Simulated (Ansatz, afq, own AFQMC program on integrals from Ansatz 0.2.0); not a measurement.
# NHBr (quartet): AFQMC on the coupled-cluster ladder at distance Br1–H2 along a hydrogen transfer = 1.625 Å, cc-pVTZ

How near does AFQMC come to the top of the ladder for NHBr (quartet)?

The runs use Ansatz 0.2.0, Gaussian basis, and an in-house AFQMC program (afq) on its integrals; all values are calculated; cc-pVTZ, frozen cores.

To be run: PBE (unrestricted); CCSD(T) on UHF; r2SCAN (unrestricted); PBE0 (unrestricted); CCSDT(Q) on UHF; B3LYP (unrestricted); wB97M-V (unrestricted); B2PLYP (unrestricted); Phaseless AFQMC, CISD trial on UHF.

## 1. The system

The geometry derives from fragments relaxed apart (PBE0/def2-TZVP) and kept rigid, so it is no stationary point. A hydrogen atom is moved between rigid fragments. No spin-orbit coupling is included. The filled d shell of Br may be among the frozen orbitals whatever the setting's name suggests; the logs give the count.

3 atoms, charge 0, spin multiplicity 4.

Atoms are counted from 1 here; the program's logs count them from 0.

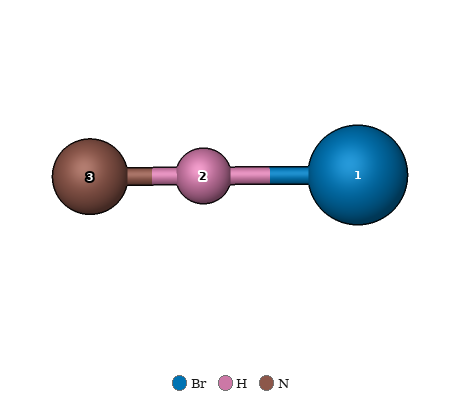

The geometry (bromine blue, hydrogen pink, nitrogen brown); atoms are numbered from 1 in the order of the file.

Coordinates:

```tsv
atom	x (Å)	y (Å)	z (Å)
Br1	0.0000	0.0000	-1.4810
H2	0.0000	0.0000	0.1440
N3	0.0000	0.0000	1.3370
```

## 2. PBE (unrestricted)

Contents of in.yaml:

```yaml
crystal:
  periodic: [false, false, false]
  atoms:
    - {symbol: Br, position_ang: [0.000000, 0.000000, -1.481000]}
    - {symbol: H, position_ang: [0.000000, 0.000000, 0.144000]}
    - {symbol: N, position_ang: [0.000000, 0.000000, 1.337000]}
basis:
  gaussian: {orbitals: cc-pVTZ}
magnetization: {spin_polarized: true, initial_magnetization: 3}
hamiltonian: {xc: {name: PBE}}
output: {orbitals: {seedname: orbitals}}
```

Started as:

```bash
$ ansatz run in.yaml --threads 1 --pin off --events-out ev --progress --plain --max-ram 5120MiB --backend cpu
```

The program printed:

```text
Functional definition: PBE
  name "PBE"
  cite "Perdew, Burke & Ernzerhof, Phys. Rev. Lett. 77, 3865 (1996) doi:10.1103/PhysRevLett.77.3865"
  parent pbe
  parameter kappa = 0.804
  parameter beta = 0.06672455060314922
  exchange = pbe_x(kappa = kappa, mu = beta*pi^2/3)
  correlation = pbe_c(beta = beta)
609 factors; their error is unknown
mean field evaluation 1: about -71509.2347 eV, gradient 7.1e1 eV
mean field evaluation 2: about -71256.4904 eV, gradient 1.5e2 eV
mean field evaluation 4: about -71536.7431 eV, gradient 9.2e0 eV
mean field evaluation 8: about -71537.3116 eV, gradient 1.7e-1 eV
mean field evaluation 16: about -71537.3041 eV, gradient 9.4e-5 eV
mean field -71537.30410759 eV, -2628.9474362277 hartree, gradient 1.8e-5 eV, S^2 3.756615; 3 other end points of the search recorded, 0 dependent functions left out
reference -71537.30412905 eV, -2628.9474370162 hartree; 23, 20 occupied and 64, 67 virtual orbitals, 609 factors
Total energy: -71537.30412905 eV, -2628.9474370162 hartree
```

Run time: 2.5 s. Hardware: 1 thread of AMD EPYC 7R13 (Zen 3), shared host; peak memory 1.7 GiB.

From the report: ⟨S²⟩ of the determinant 3.757 (pure quartet: 3.75).

## 3. CCSD(T) on UHF

Changes to in.yaml since step 2:

```diff
@@ -9,3 +9,2 @@
 magnetization: {spin_polarized: true, initial_magnetization: 3}
-hamiltonian: {xc: {name: PBE}}
-output: {orbitals: {seedname: orbitals}}
+correlation: {method: ccsd_t, electrons: outside_noble_gas, hamiltonian_folder: ham}
```

Started as:

```bash
$ ansatz run in.yaml --threads 1 --pin off --events-out ev --progress --plain --max-ram 15360MiB --backend cuda --devices 0, --max-vram 18GiB
```

The program printed, cut to the lines that bear on the results:

```text
Functional definition: HF
  name "HF"
  cite "Fock, Z. Phys. 61, 126 (1930) doi:10.1007/BF01340294"
  parent pbe
[...]
538 factors; integrals over basis functions are off by at most 1.3e-3 eV
[...]
mean field -71495.28440558 eV, -2627.4032406606 hartree, gradient 1.5e-6 eV, S^2 3.807525; 4 other end points of the search recorded, 0 dependent functions left out
determinant -71495.28440558 eV, -2627.4032406606 hartree, with singles and doubles -71504.11543812 eV, -2627.7277751207 hartree
determinant -71493.62898920 eV, -2627.3424052307 hartree, with singles and doubles -71502.47267337 eV, -2627.6674046296 hartree
15 core orbitals not correlated: weight in the atoms' cores, before any rotation towards them, 1.000 or more for the frozen orbitals, at most 0.000 for the correlated occupied ones
reference -71495.28440558 eV, -2627.4032406606 hartree; 8, 5 occupied and 64, 67 virtual orbitals, 538 factors
second order -7.81994289 eV of doubles, -0.00000000 eV of singles
cycle   1  -8.77657417 eV  change   -6.6e-1 eV  update   1.7e-2
[...]
cycle   9  -8.80359659 eV  change    1.5e-6 eV  update   1.4e-5
perturbative correction -0.31624184 eV, -0.0116216732 hartree
Total energy: -71504.40424401 eV, -2627.7383885412 hartree
```

Wall time 3.3 s (1 × NVIDIA H100 80GB HBM3 with 1 thread of AMD EPYC 7R13 (Zen 3), shared host); peak host memory 1.7 GiB.

From the report: ⟨S²⟩ of the determinant 3.808 (pure quartet: 3.75); correlation -9.1198 eV; T1 0.017; largest double amplitude 0.05.

This run also writes the integrals to the folder ham.

## 4. r2SCAN (unrestricted)

Changes to in.yaml since step 3:

```diff
@@ -9,2 +9,2 @@
 magnetization: {spin_polarized: true, initial_magnetization: 3}
-correlation: {method: ccsd_t, electrons: outside_noble_gas, hamiltonian_folder: ham}
+hamiltonian: {xc: {name: r2SCAN}}
```

Started as:

```bash
$ ansatz run in.yaml --threads 1 --pin off --events-out ev --progress --plain --max-ram 5120MiB --backend cpu
```

The program printed:

```text
Functional definition: r2SCAN
  name "r2SCAN"
  cite "Furness, Kaplan, Ning, Perdew & Sun, J. Phys. Chem. Lett. 11, 8208 (2020) doi:10.1021/acs.jpclett.0c02405"
  cite "Furness, Kaplan, Ning, Perdew & Sun, J. Phys. Chem. Lett. 11, 9248 (2020) doi:10.1021/acs.jpclett.0c03077"
  parent r2scan
  parameter k0 = 0.174
  parameter k1 = 0.065
  parameter a1 = 4.9479
  exchange = r2scan_x(k0 = k0, k1 = k1, a1 = a1)
  correlation = r2scan_c
609 factors; their error is unknown
mean field evaluation 1: about -71535.4783 eV, gradient 4.8e1 eV
mean field evaluation 2: about -71426.3477 eV, gradient 1.2e2 eV
mean field evaluation 4: about -71548.3198 eV, gradient 5.6e0 eV
mean field evaluation 8: about -71548.5822 eV, gradient 6.2e-2 eV
mean field evaluation 16: about -71548.5678 eV, gradient 6.5e-5 eV
mean field -71548.56778938 eV, -2629.3613688985 hartree, gradient 6.5e-5 eV, S^2 3.763265; 3 other end points of the search recorded, 0 dependent functions left out
reference -71548.56779640 eV, -2629.3613691565 hartree; 23, 20 occupied and 64, 67 virtual orbitals, 609 factors
Total energy: -71548.56779640 eV, -2629.3613691565 hartree
```

It took 6 s on 1 thread of AMD EPYC 7R13 (Zen 3), shared host; peak memory 1.7 GiB.

From the report: ⟨S²⟩ of the determinant 3.763 (pure quartet: 3.75).

## 5. PBE0 (unrestricted)

Changes to in.yaml since step 4:

```diff
@@ -9,2 +9,3 @@
 magnetization: {spin_polarized: true, initial_magnetization: 3}
-hamiltonian: {xc: {name: r2SCAN}}
+hamiltonian: {xc: {name: PBE0}}
+output: {orbitals: {seedname: orbitals}}
```

The command is unchanged.

The program printed:

```text
Functional definition: PBE0
  name "PBE0"
  cite "Adamo & Barone, J. Chem. Phys. 110, 6158 (1999) doi:10.1063/1.478522"
  cite "Perdew, Burke & Ernzerhof, Phys. Rev. Lett. 77, 3865 (1996) doi:10.1103/PhysRevLett.77.3865"
  parent pbe
  parameter a = 0.25
  parameter kappa = 0.804
  parameter beta = 0.06672455060314922
  exchange = (1 - a)*pbe_x(kappa = kappa, mu = beta*pi^2/3) + a*exact_x
  correlation = pbe_c(beta = beta)
651 factors; their error is unknown
mean field evaluation 1: about -71536.4839 eV, gradient 2.1e1 eV
mean field evaluation 2: about -71532.8881 eV, gradient 3.3e1 eV
mean field evaluation 4: about -71539.5507 eV, gradient 1.4e0 eV
mean field evaluation 8: about -71539.5637 eV, gradient 5.8e-2 eV
mean field evaluation 16: about -71539.7881 eV, gradient 1.2e-5 eV
mean field -71539.78805187 eV, -2629.0387194964 hartree, gradient 1.2e-5 eV, S^2 3.763339; 1 other end points of the search recorded, 0 dependent functions left out
reference -71539.78806808 eV, -2629.0387200919 hartree; 23, 20 occupied and 64, 67 virtual orbitals, 651 factors
Total energy: -71539.78806808 eV, -2629.0387200919 hartree
```

Wall time 1.8 s (1 thread of AMD EPYC 7R13 (Zen 3), shared host); peak memory 1.7 GiB.

From the report: ⟨S²⟩ of the determinant 3.763 (pure quartet: 3.75).

## 6. CCSDT(Q) on UHF

Changes to in.yaml since step 5:

```diff
@@ -9,3 +9,2 @@
 magnetization: {spin_polarized: true, initial_magnetization: 3}
-hamiltonian: {xc: {name: PBE0}}
-output: {orbitals: {seedname: orbitals}}
+correlation: {method: ccsdt_q, electrons: outside_noble_gas}
```

Started as:

```bash
$ ansatz run in.yaml --threads 1 --pin off --events-out ev --progress --plain --max-ram 15360MiB --backend cuda --devices 0, --max-vram 18GiB
```

The program printed, cut to the lines that bear on the results:

```text
Functional definition: HF
  name "HF"
  cite "Fock, Z. Phys. 61, 126 (1930) doi:10.1007/BF01340294"
  parent pbe
[...]
975 factors; integrals over basis functions are off by at most 2.6e-7 eV
[...]
mean field -71495.28443810 eV, -2627.4032418558 hartree, gradient 1.1e-6 eV, S^2 3.807525; 4 other end points of the search recorded, 0 dependent functions left out
determinant -71495.28443810 eV, -2627.4032418558 hartree, with singles and doubles -71504.11549230 eV, -2627.7277771118 hartree
determinant -71493.62902215 eV, -2627.3424064416 hartree, with singles and doubles -71502.47273367 eV, -2627.6674068457 hartree
15 core orbitals not correlated: weight in the atoms' cores, before any rotation towards them, 1.000 or more for the frozen orbitals, at most 0.000 for the correlated occupied ones
reference -71495.28443810 eV, -2627.4032418558 hartree; 8, 5 occupied and 64, 67 virtual orbitals, 975 factors
second order -7.81997428 eV of doubles, -0.00000000 eV of singles
cycle   1  -8.50400146 eV  change   -6.8e-1 eV  update   7.6e-2
[...]
cycle  19  -9.15354717 eV  change   -6.8e-7 eV  update   5.8e-7
perturbative correction -0.01410060 eV, -0.0005181873 hartree
Total energy: -71504.45208586 eV, -2627.7401466970 hartree
```

Wall time 8.5 s (1 × NVIDIA H100 80GB HBM3 with 1 thread of AMD EPYC 7R13 (Zen 3), shared host); peak host memory 1.7 GiB.

From the report: ⟨S²⟩ of the determinant 3.808 (pure quartet: 3.75); correlation -9.1676 eV; T1 0.019; largest double amplitude 0.06.

## 7. B3LYP (unrestricted)

Changes to in.yaml since step 6:

```diff
@@ -9,2 +9,2 @@
 magnetization: {spin_polarized: true, initial_magnetization: 3}
-correlation: {method: ccsdt_q, electrons: outside_noble_gas}
+hamiltonian: {xc: {name: B3LYP}}
```

Started as:

```bash
$ ansatz run in.yaml --threads 1 --pin off --events-out ev --progress --plain --max-ram 5120MiB --backend cpu
```

The program printed, cut to the lines that bear on the results:

```text
Functional definition: B3LYP
  name "B3LYP"
  cite "Stephens, Devlin, Chabalowski & Frisch, J. Phys. Chem. 98, 11623 (1994) doi:10.1021/j100096a001"
  cite "Becke, Phys. Rev. A 38, 3098 (1988) doi:10.1103/PhysRevA.38.3098"
  cite "Lee, Yang & Parr, Phys. Rev. B 37, 785 (1988) doi:10.1103/PhysRevB.37.785"
  cite "Vosko, Wilk & Nusair, Can. J. Phys. 58, 1200 (1980) doi:10.1139/p80-159"
[...]
639 factors; their error is unknown
[...]
mean field -71550.46790266 eV, -2629.4311967739 hartree, gradient 3.6e-5 eV, S^2 3.761408; 1 other end points of the search recorded, 0 dependent functions left out
reference -71550.46806224 eV, -2629.4312026383 hartree; 23, 20 occupied and 64, 67 virtual orbitals, 639 factors
Total energy: -71550.46806224 eV, -2629.4312026383 hartree
```

Wall time 1.8 s (1 thread of AMD EPYC 7R13 (Zen 3), shared host); peak memory 1.7 GiB.

From the report: ⟨S²⟩ of the determinant 3.761 (pure quartet: 3.75).

## 8. wB97M-V (unrestricted)

Changes to in.yaml since step 7:

```diff
@@ -9,2 +9,3 @@
 magnetization: {spin_polarized: true, initial_magnetization: 3}
-hamiltonian: {xc: {name: B3LYP}}
+hamiltonian: {xc: {name: wB97M-V}}
+output: {orbitals: {seedname: orbitals}}
```

Same command.

The program printed, cut to the lines that bear on the results:

```text
Functional definition: wB97M-V
  name "wB97M-V"
  cite "Mardirossian & Head-Gordon, J. Chem. Phys. 144, 214110 (2016) doi:10.1063/1.4952647"
  cite "Becke, J. Chem. Phys. 107, 8554 (1997) doi:10.1063/1.475007"
  cite "Vydrov & Van Voorhis, J. Chem. Phys. 133, 244103 (2010) doi:10.1063/1.3521275"
  # Of w^i u^j: cxij and so on, Table III.
[...]
  gx(w, u) = 1 - cx + cx01*u + cx10*w
  gss(w, u) = css00 + css04*u^4 + css10*w + css20*w^2 + css43*w^4*u^3
  gos(w, u) = cos00 + cos10*w + (cos20 + cos21*u)*w^2 + (cos60 + cos61*u)*w^6
[...]
      + integral(e_c_pw_mod_opposite_spin*gos(b97_w_opposite, b97_u_opposite)) + vv10(b, c)
631 factors; their error is unknown
98 factors; integrals over basis functions are off by at most 1.2e-4 eV
[...]
mean field -71544.98622540 eV, -2629.2297488499 hartree, gradient 6.8e-5 eV, S^2 3.764603; 1 other end points of the search recorded, 0 dependent functions left out
reference -71544.98625179 eV, -2629.2297498197 hartree; 23, 20 occupied and 64, 67 virtual orbitals, 631 factors
Total energy: -71544.98625179 eV, -2629.2297498197 hartree
```

It took 5.5 s on 1 thread of AMD EPYC 7R13 (Zen 3), shared host; peak memory 1.7 GiB.

From the report: ⟨S²⟩ of the determinant 3.765 (pure quartet: 3.75).

## 9. B2PLYP (unrestricted)

Changes to in.yaml since step 8:

```diff
@@ -9,3 +9,3 @@
 magnetization: {spin_polarized: true, initial_magnetization: 3}
-hamiltonian: {xc: {name: wB97M-V}}
-output: {orbitals: {seedname: orbitals}}
+hamiltonian: {xc: {name: B2PLYP}}
+correlation: {electrons: outside_noble_gas}
```

The command is unchanged.

The program printed, cut to the lines that bear on the results:

```text
Functional definition: B2PLYP
  name "B2PLYP"
  cite "Grimme, J. Chem. Phys. 124, 034108 (2006) doi:10.1063/1.2148954"
  cite "Becke, Phys. Rev. A 38, 3098 (1988) doi:10.1103/PhysRevA.38.3098"
  cite "Lee, Yang & Parr, Phys. Rev. B 37, 785 (1988) doi:10.1103/PhysRevB.37.785"
[...]
538 factors; integrals over basis functions are off by at most 1.3e-3 eV
[...]
mean field -71534.45086683 eV, -2628.8425815636 hartree, gradient 5.6e-6 eV, S^2 3.775753; 0 other end points of the search recorded, 0 dependent functions left out
15 core orbitals not correlated: weight in the atoms' cores, before any rotation towards them, 1.000 or more for the frozen orbitals, at most 0.000 for the correlated occupied ones
reference -71534.45096849 eV, -2628.8425852996 hartree; 8, 5 occupied and 64, 67 virtual orbitals, 538 factors
second order -9.60286498 eV of doubles, -0.00000000 eV of singles
Total energy: -71537.04374203 eV, -2628.9378679699 hartree
```

Wall time 2.5 s (1 thread of AMD EPYC 7R13 (Zen 3), shared host); peak memory 1.7 GiB.

From the report: ⟨S²⟩ of the determinant 3.776 (pure quartet: 3.75).

## 10. Phaseless AFQMC, CISD trial on UHF

It reads the integrals that the CCSD(T) run on this determinant wrote.

Started as:

```bash
$ afq ham --method phaseless --trial cisd --walkers 2600 --populations 20 --least-time 60 --time-step 0.005 --steps-per-block 50 --equilibration-blocks 28 --max-blocks 4000 --target-error 0.00021 --factor-cut 1e-05 --start spin_pure --seed 3342 --release-times 0.24,0.51,0.99,1.62,2.4 --release-step 0.03 --release-every 3 --taylor-order 6
```

The program printed:

```text
orbitals 72  electrons 8 5  factors 477 of 538
reference energy -2627.40324066 Eh
CCSD correlation -0.32352673 Eh in 12 cycles, weight of the determinant in the CISD state 0.8758
energy of the start -2627.724068 Eh
 block  time / (1/Eh)  mean weight  energy / Eh
     1     0.250  0.9996  -2627.722299
     2     0.500  1.0000  -2627.726465
     3     0.750  0.9999  -2627.731272
     4     1.000  0.9998  -2627.733664
     5     1.250  0.9998  -2627.735413
     6     1.500  0.9998  -2627.735945
     7     1.750  1.0000  -2627.738078
     8     2.000  1.0000  -2627.738399
     9     2.250  1.0000  -2627.738346
    10     2.500  0.9998  -2627.739125
    11     2.750  0.9996  -2627.739237
    12     3.000  1.0001  -2627.739667
    13     3.250  1.0000  -2627.739404
    14     3.500  0.9996  -2627.739924
    15     3.750  1.0005  -2627.739363
    16     4.000  1.0000  -2627.741582
    17     4.250  1.0006  -2627.741726
    18     4.500  1.0002  -2627.741331
    19     4.750  1.0001  -2627.739642
    20     5.000  0.9995  -2627.740025
    21     5.250  0.9999  -2627.741507
    22     5.500  0.9994  -2627.739721
    23     5.750  0.9996  -2627.740029
    24     6.000  1.0004  -2627.739328
    25     6.250  0.9997  -2627.739505
    26     6.500  1.0003  -2627.739872
    27     6.750  1.0001  -2627.739840
    28     7.000  0.9998  -2627.740542
    29     7.250  0.9996  -2627.740307
    30     7.500  0.9998  -2627.739843
    31     7.750  1.0002  -2627.740747
    32     8.000  1.0002  -2627.739494
    33     8.250  0.9997  -2627.739549
    34     8.500  1.0002  -2627.740450
    35     8.750  1.0000  -2627.740778
    36     9.000  0.9998  -2627.738902
    37     9.250  0.9999  -2627.740053
    38     9.500  1.0003  -2627.739853
    39     9.750  1.0002  -2627.740024
    40    10.000  0.9997  -2627.738892
    41    10.250  0.9996  -2627.739250
    42    10.500  1.0001  -2627.739328
    43    10.750  1.0002  -2627.739284
    44    11.000  0.9998  -2627.738389
    45    11.250  0.9999  -2627.740040
    46    11.500  0.9999  -2627.740002
    47    11.750  0.9997  -2627.740139
    48    12.000  1.0004  -2627.739151
    49    12.250  0.9998  -2627.738559
    50    12.500  1.0004  -2627.739358
    51    12.750  1.0000  -2627.738694
    52    13.000  0.9996  -2627.738696
    53    13.250  0.9999  -2627.738150
    54    13.500  0.9997  -2627.738754
    55    13.750  0.9999  -2627.738450
    56    14.000  1.0003  -2627.738089
    57    14.250  1.0002  -2627.739751
    58    14.500  1.0006  -2627.739228
    59    14.750  1.0001  -2627.740078
    60    15.000  0.9999  -2627.739877
    61    15.250  1.0001  -2627.740416
    62    15.500  1.0001  -2627.738841
    63    15.750  0.9997  -2627.738404
    64    16.000  1.0002  -2627.738818
    65    16.250  0.9996  -2627.738662
    66    16.500  1.0004  -2627.738989
    67    16.750  0.9996  -2627.738752
    68    17.000  0.9999  -2627.738583
    69    17.250  0.9999  -2627.738693
    70    17.500  0.9996  -2627.739230
    71    17.750  0.9994  -2627.738966
    72    18.000  1.0002  -2627.738991
    73    18.250  1.0001  -2627.739351
    74    18.500  0.9998  -2627.738129
    75    18.750  0.9999  -2627.739175
    76    19.000  1.0001  -2627.739276
    77    19.250  1.0000  -2627.739055
    78    19.500  0.9995  -2627.739350
error from the spread of 20 populations
released: time / (1/Eh)  energy / Eh  error  mean overlap
  0.24  -2627.739679  0.000146  0.9974
  0.51  -2627.739808  0.000133  0.9982
  0.99  -2627.740111  0.000170  0.9935
  1.62  -2627.740030  0.000260  0.9939
  2.40  -2627.739953  0.000275  0.9897
energy -2627.739277 +/- 0.000161 Eh
```

Run time: 70 s. Hardware: 1 × NVIDIA H100 80GB HBM3 with 2 threads of AMD EPYC 7R13 (Zen 3), shared host; peak host memory 1.7 GiB.

Energy -71504.4284 ± 0.0044 eV. Caveats: constraint bias not in the error.

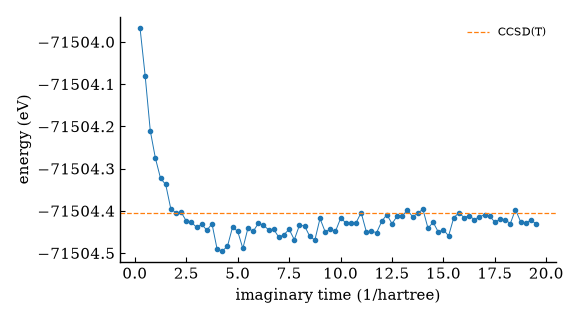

Block energies along the walk.

## 11. AFQMC on the ladder

On the UHF determinant, counted from CCSDT(Q) (a yardstick, not exact):

```tsv
level	energy (eV)	from CCSDT(Q) (kJ/mol)	statistical error (kJ/mol)	time
HF	-71495.2844	+884.5		
MP2	-71503.1043	+130.0		
CCSD	-71504.0880	+35.1		
CCSD(T)	-71504.4042	+4.6		
CCSDT(Q)	-71504.4521	0.0		
Phaseless AFQMC, CISD trial, step 0.005, 2600 walkers	-71504.4284	+2.3	0.4	70 s
```

The functionals' totals stand on their own zeros and serve differences with other points: PBE -71537.304 eV; r2SCAN -71548.568 eV; PBE0 -71539.788 eV; B3LYP -71550.468 eV; wB97M-V -71544.986 eV; B2PLYP -71537.044 eV.

## 12. What came out

| quantity | value |
| --- | --- |
| CCSD(T) on UHF from CCSDT(Q) | +4.6 kJ/mol |
| Phaseless AFQMC, CISD trial on UHF from CCSDT(Q) | +2.3 ± 0.4 kJ/mol |

**Reading.** On UHF the phaseless walk with the CISD trial lies +2.3 kJ/mol from CCSDT(Q), 5 times its error bar. Error bars are statistical and leave out the constraint, the time step and what remains of the start.
